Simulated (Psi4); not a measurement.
# Run report: SnH₂ (charge +1), geometry relaxation (part 3 of 4)

The same run, continued: SnH₂, charge +1, multiplicity 2; TPSS/def2-SVP, UKS, dispersion D4, core potentials def2 (Psi4 1.11). The starting geometry was optimised with TPSS/def2-SVP.

Geometry of the input (Å):
```
Sn 0.0057  -0.0089  -0.8694
H  1.2309  -0.0177  0.4370
H  -1.2994  0.0270  0.3568
```

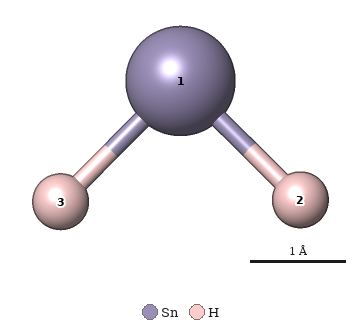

Fig. 1: The starting structure (ball-and-stick view, seen on its broad side; atoms are numbered from 1 in the order of the input). Sticks mark near contacts.

What the program printed, continued:
```
	----------------------------------------------------------------------------------------------
	   Step    Total Energy     Delta E     Max Force     RMS Force      Max Disp      RMS Disp
	----------------------------------------------------------------------------------------------
	  Convergence Criteria     1.00e-06 *    3.00e-04 *             o    1.20e-03 *             o
	----------------------------------------------------------------------------------------------
	     3    -215.05304772   -1.90e-03      3.32e-03      2.23e-03 o    2.82e-02      1.99e-02 o  ~
	----------------------------------------------------------------------------------------------

Next Geometry in Ang
	Fragment 1 (Ang)

	   Sn  -0.0001091165  -0.0034595384  -0.0000000000
	    H  -1.4761723295   0.9343667185   0.0000000000
	    H   1.5323897612   0.8389917768  -0.0000000000

    Structure for next step:
    Molecular point group: c1
    Full point group: Cs

    Geometry (in Angstrom), charge = 1, multiplicity = 2:

    SN          -0.000466521308    -0.014716534753    -0.000000000000
    H           -1.476529734301     0.923109722172     0.000000000000
    H            1.532032356394     0.827734780463    -0.000000000000

gradient() will perform analytic gradient computation.

  ==> Geometry <==

    Molecular point group: c1
    Full point group: Cs

    Geometry (in Angstrom), charge = 1, multiplicity = 2:

       Center              X                  Y                   Z               Mass
    ------------   -----------------  -----------------  -----------------  -----------------
         SN          -0.000466521308    -0.014716534753    -0.000000000000   119.902201630000
         H           -1.476529734301     0.923109722172     0.000000000000     1.007825032230
         H            1.532032356394     0.827734780463    -0.000000000000     1.007825032230

  Running in c1 symmetry.

  Rotational constants: A =     10.72185  B =      3.69222  C =      2.74644 [cm^-1]
  Rotational constants: A = 321433.06087  B = 110689.86680  C =  82336.25299 [MHz]
  Nuclear repulsion =   13.490007954996610

  Charge       = 1
  Multiplicity = 2
  Electrons    = 23
  Nalpha       = 12
  Nbeta        = 11

   => Molecular Quadrature <=

    Radial Scheme          =       TREUTLER
    Pruning Scheme         =           NONE
    Nuclear Scheme         =       TREUTLER

    Blocking Scheme        =         OCTREE
    BS radius alpha        =              1
    Pruning alpha          =              1
    Radial Points          =             75
    Spherical Points       =            302
    Total Points           =          64930
    Total Blocks           =            553
    Max Points             =            255
    Max Functions          =             36
    Weights Tolerance      =       1.00E-15

   => Auxiliary Basis Set <=

  Basis Set: (DEF2-SVP AUX)
    Blend: DEF2-UNIVERSAL-JKFIT
    Number of shells: 58
    Number of basis functions: 254
    Number of Cartesian functions: 349
    Spherical Harmonics?: true
    Max angular momentum: 5

  Cached 100.0% of DFT collocation blocks in 0.163 [GiB].

  Minimum eigenvalue in the overlap matrix is 3.9858808157E-02.
  Reciprocal condition number of the overlap matrix is 1.1349247394E-02.
    Using symmetric orthogonalization.

  ==> Iterations <==

                           Total Energy        Delta E     RMS |[F,P]|

   @DF-UKS iter   0:  -215.04856866880493   -2.15049e+02   2.60862e-04
   @DF-UKS iter   1:  -215.05311424318697   -4.54557e-03   3.29724e-05 DIIS
   @DF-UKS iter   2:  -215.05311534650812   -1.10332e-06   2.42876e-05 DIIS
   @DF-UKS iter   3:  -215.05311576380888   -4.17301e-07   3.51646e-06 DIIS
   @DF-UKS iter   4:  -215.05311578002835   -1.62195e-08   1.31999e-06 DIIS
   @DF-UKS iter   5:  -215.05311578372877   -3.70042e-09   6.91668e-07 DIIS
   @DF-UKS iter   6:  -215.05311578459140   -8.62627e-10   6.02982e-08 DIIS
   @DF-UKS iter   7:  -215.05311578459714   -5.74119e-12   8.96394e-09 DIIS
  Energy and wave function converged.

  ==> Post-Iterations <==

   Electrons on quadrature grid:
      Nalpha   =   11.9999998560 ; deviation = -1.440e-07
      Nbeta    =   10.9999996913 ; deviation = -3.087e-07
      Ntotal   =   22.9999995473 ; deviation = -4.527e-07

   @Spin Contamination Metric:   3.332957496E-03
   @S^2 Expected:                7.500000000E-01
   @S^2 Observed:                7.533329575E-01
   @S   Expected:                5.000000000E-01
   @S   Observed:                5.000000000E-01

    Final Occupation by Irrep:
              A
    DOCC [    11 ]
    SOCC [     1 ]
    NA   [    12 ]
    NB   [    11 ]

  @DF-UKS Final Energy:  -215.05311578459714

   => Energetics <=

    Nuclear Repulsion Energy =             13.4900079549966101
    One-Electron Energy =                -397.2615000053070275
    Two-Electron Energy =                 187.1216700056019704
    DFT Exchange-Correlation Energy =     -18.4024515185648205
    Empirical Dispersion Energy =          -0.0008422213238625
    VV10 Nonlocal Energy =                  0.0000000000000000
    Total Energy =                       -215.0531157845971393

  UHF NO Occupations:
  HONO-2 :   10  A 1.9992773
  HONO-1 :   11  A 1.9991451
  HONO-0 :   12  A 1.0000000
  LUNO+0 :   13  A 0.0008549
  LUNO+1 :   14  A 0.0007227
  LUNO+2 :   15  A 0.0000497
  LUNO+3 :   16  A 0.0000260

Computation Completed

Properties will be evaluated at   0.000000,   0.000000,   0.000000 [a0]

Properties computed using the SCF density matrix

 Multipole Moments:

 ------------------------------------------------------------------------------------
     Multipole            Electronic (a.u.)      Nuclear  (a.u.)        Total (a.u.)
 ------------------------------------------------------------------------------------

 L = 1.  Multiply by 2.5417464519 to convert [e a0] to [Debye]
 Dipole X            :         -0.0831933            0.0854896            0.0022963
 Dipole Y            :         -2.6243325            2.6967918            0.0724592
 Dipole Z            :          0.0000000            0.0000000            0.0000000
 Magnitude           :                                                    0.0724956

 ------------------------------------------------------------------------------------

	total time  =          2 seconds =       0.03 minutes

         ------------------------------------------------------------
                                   SCF GRAD
         ------------------------------------------------------------

  ==> Geometry <==

    Molecular point group: c1
    Full point group: Cs

    Geometry (in Angstrom), charge = 1, multiplicity = 2:

       Center              X                  Y                   Z               Mass
    ------------   -----------------  -----------------  -----------------  -----------------
         SN          -0.000466521308    -0.014716534753    -0.000000000000   119.902201630000
         H           -1.476529734301     0.923109722172     0.000000000000     1.007825032230
         H            1.532032356394     0.827734780463    -0.000000000000     1.007825032230

  Nuclear repulsion =   13.490007954996610

   => Molecular Quadrature <=

    Radial Scheme          =       TREUTLER
    Pruning Scheme         =           NONE
    Nuclear Scheme         =       TREUTLER

    Blocking Scheme        =         OCTREE
    BS radius alpha        =              1
    Pruning alpha          =              1
    Radial Points          =             75
    Spherical Points       =            302
    Total Points           =          64930
    Total Blocks           =            553
    Max Points             =            255
    Max Functions          =             36
    Weights Tolerance      =       1.00E-15

  -Total Gradient:
     Atom            X                  Y                   Z
    ------   -----------------  -----------------  -----------------
       1       -0.000018404736    -0.000588596990    -0.000000000000
       2       -0.000208077794     0.000284427523    -0.000000000000
       3        0.000225417094     0.000270558152    -0.000000000000

	total time  =          0 seconds =       0.00 minutes

    			-----------------------------------------

    			 OPTKING 3.0: for geometry optimizations

    			        with contributions from

    			-----------------------------------------

	                            ===> Fragment 1 <==

	 Z (Atomic Numbers)          Masses                          Geom
	      50.000000            119.902202        -0.00088160 -0.02781022 -0.00000000
	       1.000000             1.007825         -2.79023681  1.74442456  0.00000000
	       1.000000             1.007825          2.89512157  1.56419204 -0.00000000

	 - Coordinate -           - BOHR/RAD -       - ANG/DEG -
	 R(1,2)           =         3.304742           1.748794
	 R(1,3)           =         3.304740           1.748793
	 B(2,1,3)         =         2.072949         118.771253

	        --- Internal Coordinate Step in ANG or DEG, aJ/ANG or AJ/DEG ---
	-------------------------------------------------------------------------------
	           Coordinate      Previous         Force          Change          New
	           ----------      --------        ------          ------        ------
	               R(1,2)       1.74879       -0.00275       -0.00178       1.74702
	               R(1,3)       1.74879       -0.00275       -0.00178       1.74702
	             B(2,1,3)     118.77125        0.00003        0.28412     119.05538
	-------------------------------------------------------------------------------

	                                 ==> Convergence Check <==

	Measures of convergence in internal coordinates in au.

	Criteria marked as inactive (o), active & met (*), and active & unmet ( ).

	----------------------------------------------------------------------------------------------
	   Step    Total Energy     Delta E     Max Force     RMS Force      Max Disp      RMS Disp
	----------------------------------------------------------------------------------------------
	  Convergence Criteria     1.00e-06 *    3.00e-04 *             o    1.20e-03 *             o
	----------------------------------------------------------------------------------------------
	     4    -215.05311578   -6.81e-05      4.57e-04      3.79e-04 o    4.96e-03      3.96e-03 o  ~
	----------------------------------------------------------------------------------------------

Next Geometry in Ang
	Fragment 1 (Ang)

	   Sn  -0.0003692083  -0.0116276955  -0.0000000000
	    H  -1.4772500357   0.9215864156   0.0000000000
	    H   1.5326553448   0.8261692478  -0.0000000000

    Structure for next step:
    Molecular point group: c1
    Full point group: Cs

    Geometry (in Angstrom), charge = 1, multiplicity = 2:

    SN          -0.000464108015    -0.014639933759    -0.000000000000
    H           -1.477344935453     0.918574177268     0.000000000000
    H            1.532560445144     0.823157009526    -0.000000000000

gradient() will perform analytic gradient computation.

  ==> Geometry <==

    Molecular point group: c1
    Full point group: Cs

    Geometry (in Angstrom), charge = 1, multiplicity = 2:

       Center              X                  Y                   Z               Mass
    ------------   -----------------  -----------------  -----------------  -----------------
         SN          -0.000464108015    -0.014639933759    -0.000000000000   119.902201630000
         H           -1.477344935453     0.918574177268     0.000000000000     1.007825032230
         H            1.532560445144     0.823157009526    -0.000000000000     1.007825032230

  Running in c1 symmetry.

  Rotational constants: A =     10.83435  B =      3.68892  C =      2.75193 [cm^-1]
  Rotational constants: A = 324805.52876  B = 110591.09018  C =  82500.86464 [MHz]
  Nuclear repulsion =   13.503472278081931

  Charge       = 1
  Multiplicity = 2
  Electrons    = 23
  Nalpha       = 12
  Nbeta        = 11

   => Molecular Quadrature <=

    Radial Scheme          =       TREUTLER
    Pruning Scheme         =           NONE
    Nuclear Scheme         =       TREUTLER

    Blocking Scheme        =         OCTREE
    BS radius alpha        =              1
    Pruning alpha          =              1
    Radial Points          =             75
    Spherical Points       =            302
    Total Points           =          64932
    Total Blocks           =            551
    Max Points             =            256
    Max Functions          =             36
    Weights Tolerance      =       1.00E-15

   => Auxiliary Basis Set <=

  Basis Set: (DEF2-SVP AUX)
    Blend: DEF2-UNIVERSAL-JKFIT
    Number of shells: 58
    Number of basis functions: 254
    Number of Cartesian functions: 349
    Spherical Harmonics?: true
    Max angular momentum: 5

  Cached 100.0% of DFT collocation blocks in 0.163 [GiB].

  Minimum eigenvalue in the overlap matrix is 3.9904943361E-02.
  Reciprocal condition number of the overlap matrix is 1.1359179295E-02.
    Using symmetric orthogonalization.

  ==> Iterations <==

                           Total Energy        Delta E     RMS |[F,P]|

   @DF-UKS iter   0:  -215.05415961589895   -2.15054e+02   6.22999e-05
   @DF-UKS iter   1:  -215.05311775600862    1.04186e-03   1.04664e-05 DIIS
   @DF-UKS iter   2:  -215.05311784152903   -8.55204e-08   7.18114e-06 DIIS
   @DF-UKS iter   3:  -215.05311791113124   -6.96022e-08   1.13988e-06 DIIS
   @DF-UKS iter   4:  -215.05311791247527   -1.34403e-09   3.94348e-07 DIIS
   @DF-UKS iter   5:  -215.05311791262366   -1.48390e-10   7.71086e-08 DIIS
   @DF-UKS iter   6:  -215.05311791264418   -2.05205e-11   6.43199e-09 DIIS
  Energy and wave function converged.

  ==> Post-Iterations <==

   Electrons on quadrature grid:
      Nalpha   =   11.9999999912 ; deviation = -8.834e-09
      Nbeta    =   10.9999997892 ; deviation = -2.108e-07
      Ntotal   =   22.9999997804 ; deviation = -2.196e-07

   @Spin Contamination Metric:   3.297265422E-03
   @S^2 Expected:                7.500000000E-01
   @S^2 Observed:                7.532972654E-01
   @S   Expected:                5.000000000E-01
   @S   Observed:                5.000000000E-01

    Orbital Energies [Eh]
    ---------------------

    Alpha Occupied:

       1A     -5.221107     2A     -3.602097     3A     -3.590897
       4A     -3.584592     5A     -1.242277     6A     -1.239804
       7A     -1.234545     8A     -1.229033     9A     -1.226681
      10A     -0.718184    11A     -0.564073    12A     -0.466043

    Alpha Virtual:

      13A     -0.380555    14A     -0.251027    15A     -0.205152
      16A     -0.081397    17A     -0.018472    18A     -0.004562
      19A      0.003731    20A      0.043763    21A      0.044264
      22A      0.048881    23A      0.193410    24A      0.206218
      25A      0.333083    26A      0.429766    27A      1.171717
      28A      1.208057    29A      1.259123    30A      1.311607
      31A      1.501752    32A      1.655172    33A     14.023706
      34A     14.143832    35A     14.490640    36A     51.288427

    Beta Occupied:

       1A     -5.219370     2A     -3.600612     3A     -3.587618
       4A     -3.583971     5A     -1.238774     6A     -1.234741
       7A     -1.232787     8A     -1.224405     9A     -1.222389
      10A     -0.696135    11A     -0.537706

    Beta Virtual:

      12A     -0.413175    13A     -0.364765    14A     -0.228863
      15A     -0.175799    16A     -0.073882    17A     -0.010423
      18A      0.014602    19A      0.018668    20A      0.053683
      21A      0.074438    22A      0.078107    23A      0.206191
      24A      0.230863    25A      0.366549    26A      0.464364
      27A      1.211631    28A      1.245740    29A      1.297283
      30A      1.350949    31A      1.531217    32A      1.682898
      33A     14.026885    34A     14.151307    35A     14.492607
      36A     51.289870

    Final Occupation by Irrep:
              A
    DOCC [    11 ]
    SOCC [     1 ]
    NA   [    12 ]
    NB   [    11 ]

  @DF-UKS Final Energy:  -215.05311791264418

   => Energetics <=

    Nuclear Repulsion Energy =             13.5034722780819312
    One-Electron Energy =                -397.2866674837291043
    Two-Electron Energy =                 187.1339043590351991
    DFT Exchange-Correlation Energy =     -18.4029847423096022
    Empirical Dispersion Energy =          -0.0008423237226001
    VV10 Nonlocal Energy =                  0.0000000000000000
    Total Energy =                       -215.0531179126441828

  UHF NO Occupations:
  HONO-2 :   10  A 1.9992895
  HONO-1 :   11  A 1.9991510
  HONO-0 :   12  A 1.0000000
  LUNO+0 :   13  A 0.0008490
  LUNO+1 :   14  A 0.0007105
  LUNO+2 :   15  A 0.0000497
  LUNO+3 :   16  A 0.0000261

Computation Completed

Properties will be evaluated at   0.000000,   0.000000,   0.000000 [a0]

Properties computed using the SCF density matrix

 Multipole Moments:

 ------------------------------------------------------------------------------------
     Multipole            Electronic (a.u.)      Nuclear  (a.u.)        Total (a.u.)
 ------------------------------------------------------------------------------------

 L = 1.  Multiply by 2.5417464519 to convert [e a0] to [Debye]
 Dipole X            :         -0.0826781            0.0850474            0.0023692
 Dipole Y            :         -2.6080055            2.6827547            0.0747492
 Dipole Z            :          0.0000000            0.0000000            0.0000000
 Magnitude           :                                                    0.0747867
```
